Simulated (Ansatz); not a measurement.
**Geometry relaxation of Ge₁₃H₂₀ (part 1 of 2)**

- system: Ge₁₃H₂₀ (Ge13H20 off sphere)
- method: RKS PBE-D4/def2-SVP (Ansatz 0.2.0)

The geometry: GFN2-xTB start. Figures and captions count atoms from 1; the log counts them from 0 in places.

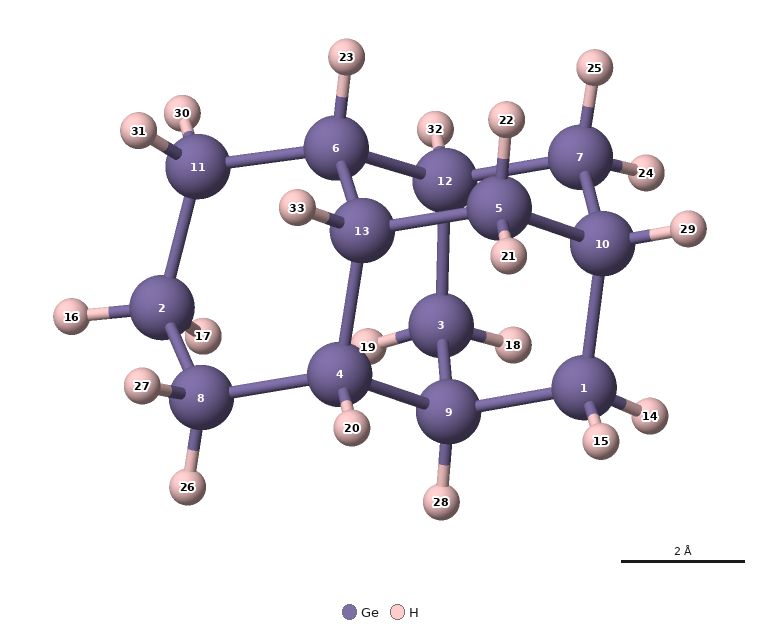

*The starting structure (ball-and-stick view, seen at a tilt; atoms are numbered from 1 in the order of the input). Sticks mark near contacts.*

Bond lengths as drawn: Ge–Ge 2.40 to 2.46 Å and Ge–H 1.51 to 1.54 Å.

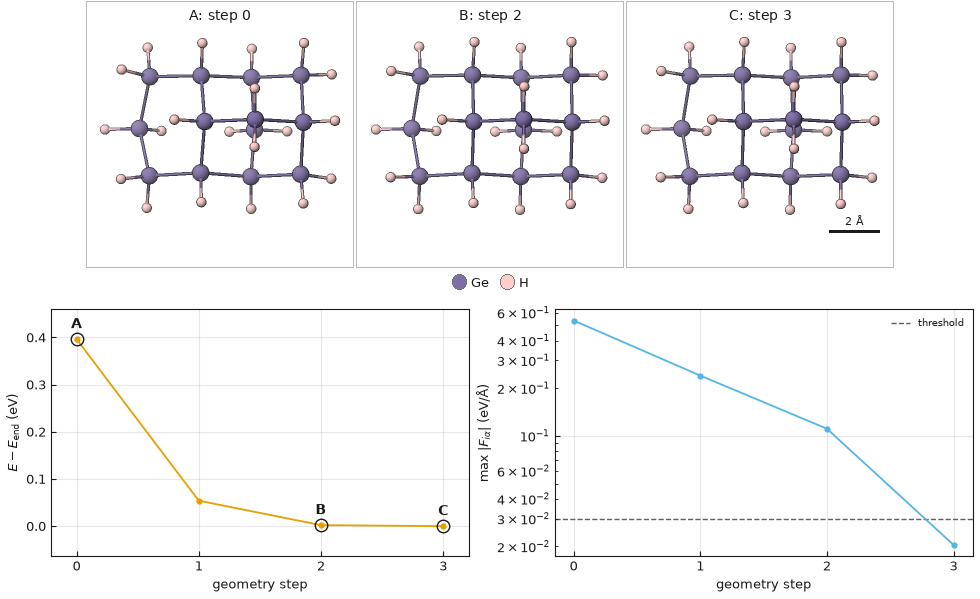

*Frames of the relaxation (ball-and-stick view, seen at a tilt) above the curves, on which the letters mark them (the first geometry is step 0 here and step 1 in the log).*

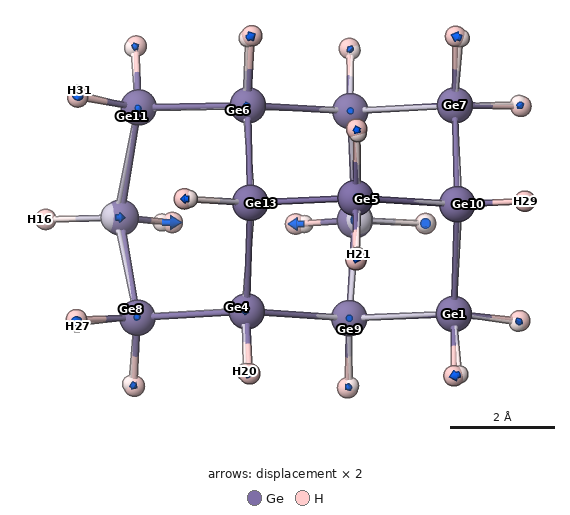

*Start (faint) and end (solid) with the displacements as blue arrows, magnified 2 times (ball-and-stick view, seen at a tilt). The two geometries are laid on each other by the best rigid fit.*

After 3 geometry steps the energy has fallen by 0.396 eV. Largest force component: 0.54 eV/Å at the start, 0.02 eV/Å at the end. H17 moves most after the best rigid fit: 0.20 Å. By element the largest moves are H 0.20 Å, Ge 0.10 Å. Distances before and after: Ge2–Ge11 2.401 → 2.445 Å, Ge2–H16 1.515 → 1.558 Å, Ge11–H30 1.518 → 1.558 Å, Ge10–H29 1.532 → 1.561 Å. Among the angles that change: H24–Ge7–H25 102.2° → 107.9°, Ge6–Ge12–Ge7 111.6° → 108.8°, Ge10–Ge5–H21 112.6° → 110.1°. (Atoms are counted from 1 in the order of the input.)

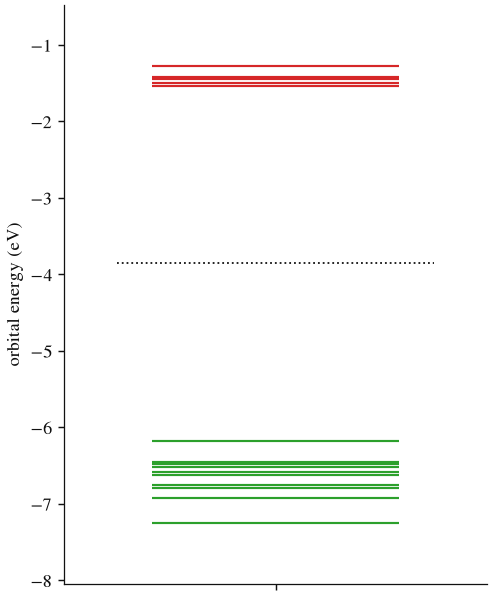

*Orbital energies near the frontier; the dotted line parts filled from empty levels, and levels within 0.02 eV of each other stand side by side.*

Highest filled −6.18 eV, lowest empty −1.53 eV, 4.65 eV apart.

The input that produced these results follows, with the program's output.

Input file:
```yaml
crystal:
  periodic: [false, false, false]
  atoms:
    - {symbol: Ge, position_ang: [0.693440, -3.519280, 0.562560]}
    - {symbol: Ge, position_ang: [-2.420410, 2.424690, -2.216690]}
    - {symbol: Ge, position_ang: [0.861740, -0.865890, -2.239540]}
    - {symbol: Ge, position_ang: [-2.136050, -0.644940, 0.404190]}
    - {symbol: Ge, position_ang: [0.718050, -0.719980, 3.287880]}
    - {symbol: Ge, position_ang: [0.641520, 2.135530, 0.404890]}
    - {symbol: Ge, position_ang: [3.517770, -0.687570, 0.560730]}
    - {symbol: Ge, position_ang: [-3.585320, 0.754810, -0.943500]}
    - {symbol: Ge, position_ang: [-0.691990, -2.148350, -0.883220]}
    - {symbol: Ge, position_ang: [2.139540, -2.136100, 1.933640]}
    - {symbol: Ge, position_ang: [-0.753350, 3.590010, -0.940870]}
    - {symbol: Ge, position_ang: [2.142720, 0.690450, -0.886580]}
    - {symbol: Ge, position_ang: [-0.680320, 0.678500, 1.874260]}
    - {symbol: H, position_ang: [1.513410, -4.492860, -0.269140]}
    - {symbol: H, position_ang: [-0.132040, -4.454920, 1.428870]}
    - {symbol: H, position_ang: [-3.386600, 3.388300, -2.873770]}
    - {symbol: H, position_ang: [-1.757890, 1.761680, -3.410460]}
    - {symbol: H, position_ang: [1.814730, -1.818480, -2.939070]}
    - {symbol: H, position_ang: [0.177580, -0.181590, -3.412900]}
    - {symbol: H, position_ang: [-3.025120, -1.530660, 1.291350]}
    - {symbol: H, position_ang: [-0.162080, -1.515430, 4.237840]}
    - {symbol: H, position_ang: [1.508520, 0.158600, 4.242920]}
    - {symbol: H, position_ang: [1.531240, 3.020620, 1.291880]}
    - {symbol: H, position_ang: [4.495770, -1.506170, -0.266310]}
    - {symbol: H, position_ang: [4.447240, 0.140790, 1.430130]}
    - {symbol: H, position_ang: [-4.503580, -0.076760, -1.820060]}
    - {symbol: H, position_ang: [-4.573650, 1.440710, -0.016490]}
    - {symbol: H, position_ang: [-1.522730, -3.057180, -1.796680]}
    - {symbol: H, position_ang: [3.012480, -3.006620, 2.843670]}
    - {symbol: H, position_ang: [0.083100, 4.508060, -1.814120]}
    - {symbol: H, position_ang: [-1.440340, 4.573510, -0.011240]}
    - {symbol: H, position_ang: [3.047990, 1.523730, -1.802110]}
    - {symbol: H, position_ang: [-1.575370, 1.572790, 2.747950]}
basis:
  gaussian: {orbitals: def2-SVP, fitting: {mean_field: def2-universal-jkfit}}
hamiltonian: {xc: pbe, dispersion: d4}
scf: {lower_state_search: "off"}
output: {orbitals: {seedname: orbitals}}
relax: {f_tol: 0.03, max_steps: 70}
```

Launch command:
```bash
ansatz run in.yaml --threads 4 --pin off --events-out ev --progress --plain --max-ram 66560MiB --backend cuda --devices 0, --max-vram 37GiB
```

Output:
```
Functional definition: PBE
  name "PBE"
  cite "Perdew, Burke & Ernzerhof, Phys. Rev. Lett. 77, 3865 (1996) doi:10.1103/PhysRevLett.77.3865"
  parent pbe
  parameter kappa = 0.804
  parameter beta = 0.06672455060314922
  exchange = pbe_x(kappa = kappa, mu = beta*pi^2/3)
  correlation = pbe_c(beta = beta)
these checks for a lower state are left out or cut short: stability, starts, cluster_reference, orbital_swaps, neighbouring_geometries, increment
3818 factors; integrals over basis functions are off by at most 3.2e-1 eV
mean field evaluation 1: about -734858.7839 eV, gradient 7.0e1 eV
mean field evaluation 2: about -734857.4010 eV, gradient 8.1e1 eV
mean field evaluation 4: about -734864.7564 eV, gradient 5.7e0 eV
mean field evaluation 8: about -734864.8276 eV, gradient 3.4e-1 eV
mean field evaluation 16: about -734864.8278 eV, gradient 8.7e-5 eV
mean field -734864.82783435 eV, -27005.7843136416 hartree, gradient 1.1e-6 eV, S^2 0.000000; 0 other end points of the search recorded, 0 dependent functions left out
the calculation of the forces begins
reference -734864.82791442 eV, -27005.7843165843 hartree; 218, 218 occupied and 298, 298 virtual orbitals, 3818 factors
relax step   1: F+E_penalty+E_count = -734866.72805328 eV  Δ(F+E_penalty+E_count) = +0.000e0 eV  max|allowed force component| = 5.357e-1 eV/Å  Δτ_max = 0.0000 Å  (19 SCF iters, accepted)
these checks for a lower state are left out or cut short: stability, starts, cluster_reference, orbital_swaps, neighbouring_geometries, increment
3818 factors; integrals over basis functions are off by at most 3.4e-1 eV
mean field -734865.17398785 eV, -27005.7970345483 hartree, gradient 2.8e-6 eV, S^2 0.000000; 0 other end points of the search recorded, 0 dependent functions left out
the calculation of the forces begins
reference -734865.17406742 eV, -27005.7970374723 hartree; 218, 218 occupied and 298, 298 virtual orbitals, 3818 factors
relax step   2: F+E_penalty+E_count = -734867.07037026 eV  Δ(F+E_penalty+E_count) = -3.423e-1 eV  max|allowed force component| = 2.404e-1 eV/Å  Δτ_max = 0.1819 Å  (18 SCF iters, accepted)
these checks for a lower state are left out or cut short: stability, starts, cluster_reference, orbital_swaps, neighbouring_geometries, increment
3818 factors; integrals over basis functions are off by at most 3.4e-1 eV
mean field evaluation 32: about -734865.2280 eV, gradient 7.0e-5 eV
mean field -734865.22803151 eV, -27005.7990206163 hartree, gradient 9.7e-7 eV, S^2 0.000000; 0 other end points of the search recorded, 0 dependent functions left out
the calculation of the forces begins
reference -734865.22811132 eV, -27005.7990235492 hartree; 218, 218 occupied and 298, 298 virtual orbitals, 3818 factors
relax step   3: F+E_penalty+E_count = -734867.12221617 eV  Δ(F+E_penalty+E_count) = -5.185e-2 eV  max|allowed force component| = 1.110e-1 eV/Å  Δτ_max = 0.0935 Å  (19 SCF iters, accepted)
these checks for a lower state are left out or cut short: stability, starts, cluster_reference, orbital_swaps, neighbouring_geometries, increment
3818 factors; integrals over basis functions are off by at most 3.4e-1 eV
mean field -734865.23067777 eV, -27005.7991178644 hartree, gradient 1.8e-6 eV, S^2 0.000000; 0 other end points of the search recorded, 0 dependent functions left out
the calculation of the forces begins
reference -734865.23075754 eV, -27005.7991207959 hartree; 218, 218 occupied and 298, 298 virtual orbitals, 3818 factors
```
